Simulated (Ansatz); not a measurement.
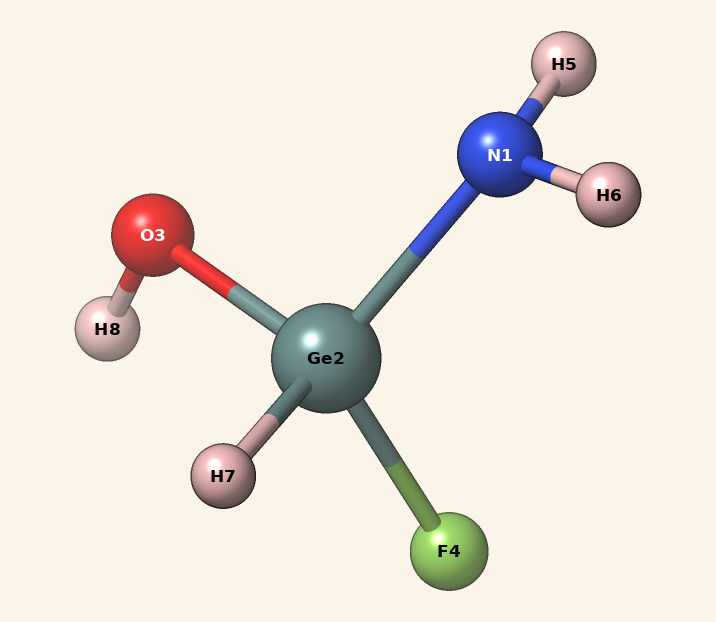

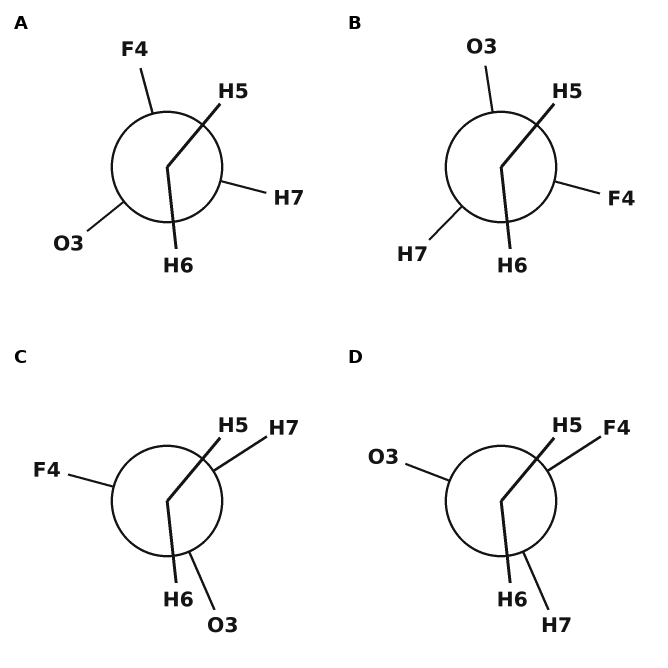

Atoms fade into the background with distance from the viewer. Bonds that would overlap in a projection are set slightly apart. Computed geometry: PBE0-D4/def2-TZVP optimisation.

Q: Which Newman projection shows the view along N1–Ge2, with N1 in front?

A: B. The torsion angle H5–N1–Ge2–F4 is 65°, synclinal (gauche).
